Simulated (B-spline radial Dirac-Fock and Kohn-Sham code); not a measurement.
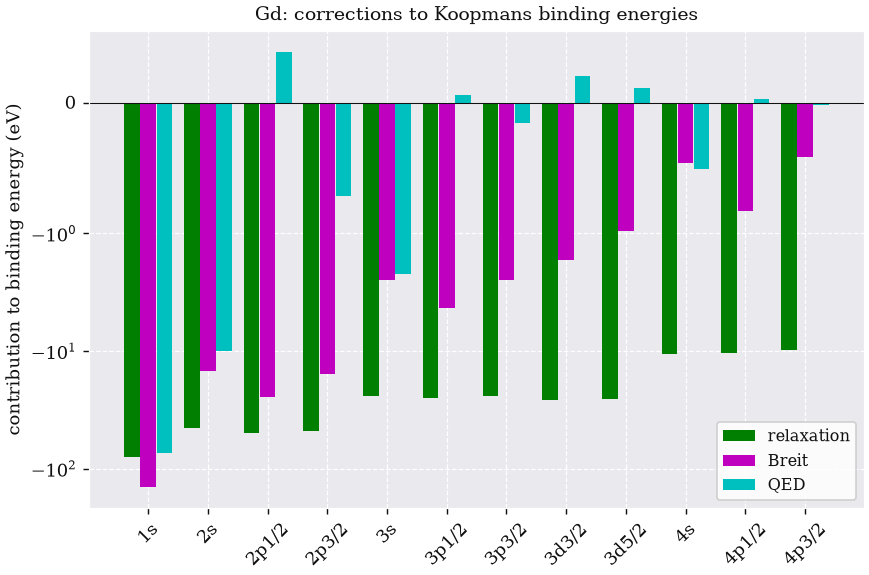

Bars give the relaxation, Breit and QED contributions (eV) to the binding energies of the deepest subshells, counted from the Koopmans value, on an axis that is logarithmic beyond ±1 eV. System: neutral Gd, configuration [Xe] 4f6 5d2 6s2, which is not the ground configuration. Method: Dirac–Fock ΔSCF (average of configuration, Fermi nucleus, Breit and QED terms, no correlation) (computed with a radial B-spline solver). Open shells are averaged over j.

**How does the QED term of 2p1/2 compare with that of 1s?**

0.38 eV against −73.5 eV; the QED terms are weighted to the region near the nucleus, where s electrons have the most density. Its sign is opposite here.

**For which subshell is the relaxation energy largest in size?**

1s, −79.0 eV.

**Which correction is largest for 1s?**

Breit, −142 eV.
